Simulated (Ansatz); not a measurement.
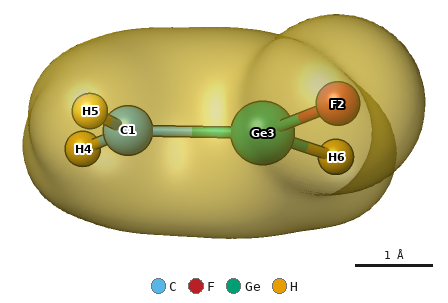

Figure. CH₃FGe (SMILES [CH2]=[GeH][F]). Isosurface of the electron density at 0.1 e/Å³ (yellow), seen from one side.

Geometry: B3LYP-D3(BJ)/6-311G**.

The calculation used isolated molecule in a Gaussian basis; Kohn-Sham density functional theory, functional PBE0 (Ansatz 0.2.0).

Input file:

```
crystal:
  periodic: [false, false, false]
  atoms:
    - {symbol: C, position_ang: [0.539825, -0.678157, 0.838705]}
    - {symbol: F, position_ang: [-0.693959, 1.025609, -1.368921]}
    - {symbol: Ge, position_ang: [0.434211, -0.217944, -0.860277]}
    - {symbol: H, position_ang: [1.240688, -1.446489, 1.134548]}
    - {symbol: H, position_ang: [-0.079396, -0.209958, 1.589754]}
    - {symbol: H, position_ang: [1.157442, -0.687421, -2.109469]}
basis:
  gaussian:
    orbitals: def2-TZVPD
hamiltonian:
  xc: {name: PBE0}
output:
  forces: true
  orbitals: {seedname: orbitals}
```

Command:

```sh
ansatz run input.yaml --threads 2 --pin off --max-ram 4350MiB --events-out events.jsonl --progress --plain --runs-dir runs
```

Question: Which contacts does the surface bridge?

Answer: At this value the surface is in one piece. It bridges the sampled Ge–F (1.75 Å), C–Ge (1.76 Å), C–H (1.08 Å) and Ge–H (1.52 Å) contacts, where the density stays above the isovalue. On the grid the lowest density along these lines, outside the cores, is 0.93 e/Å³ (Ge–F, 1.75 Å), 1.1 e/Å³ (C–Ge, 1.76 Å), 1.9 e/Å³ (C–H, 1.08 Å) and 0.94 e/Å³ (Ge–H, 1.52 Å).
